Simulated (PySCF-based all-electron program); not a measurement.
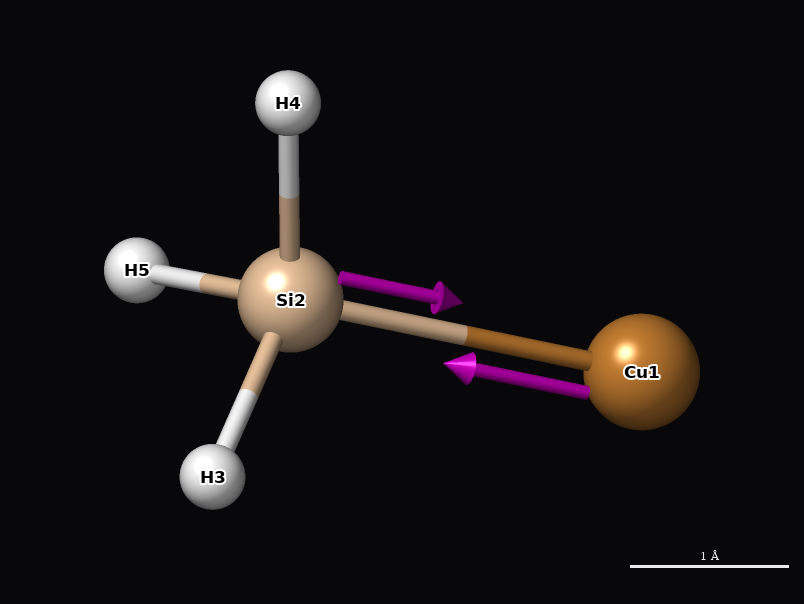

Arrows show the forces on the atoms, 0.7 Å of arrow for 1 eV/Å; forces under a tenth of the largest aren't drawn. Charge 0, singlet. Level of theory: PBE, all-electron, scalar-relativistic (Koelling-Harmon), large uncontracted Gaussian sets (PySCF-based all-electron program).

Q: On which atom is the force largest, and how large is it?

A: On Cu1: 1.42 eV/Å.

Q: Which bond do the forces act along most?

A: Cu1–Si2, now 2.432 Å: the forces pull its atoms together, so a first step downhill shortens it.

List the force components in the frame of the picture (x right, y up, z towards the viewer), in eV/Å.

| atom | Fx | Fy | Fz |
| --- | --- | --- | --- |
| Cu1 | −1.31 | 0.27 | 0.50 |
| Si2 | 1.12 | −0.23 | −0.42 |
| H3 | 0.06 | 0.02 | −0.04 |
| H4 | 0.05 | −0.05 | −0.04 |
| H5 | 0.08 | −0.02 | 0.01 |
